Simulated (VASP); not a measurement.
Band structure of Be3HgSe4 (ordered alloy cell). Computed with PBEsol GGA, VASP's PBE PAW potentials (set 64) (plane waves; VASP).

Unless said otherwise, spin-orbit coupling is left out, though it shifts the bands of the heavy elements here.

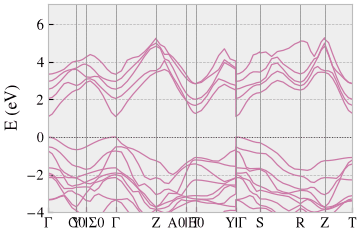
*Bands along high-symmetry lines, zero at the valence-band maximum or, without a gap, the Fermi level*

Read the plot: is there a gap, and where are the band edges?

The gap is direct, 1.09 eV, from the valence maximum at Γ to the conduction minimum at Γ. (Edges off the drawn lines would not show.)

The structure was generated: Be3HgSe4 was put into an ordered model structure (Amm2), which need not be its known phase. It was relaxed first.
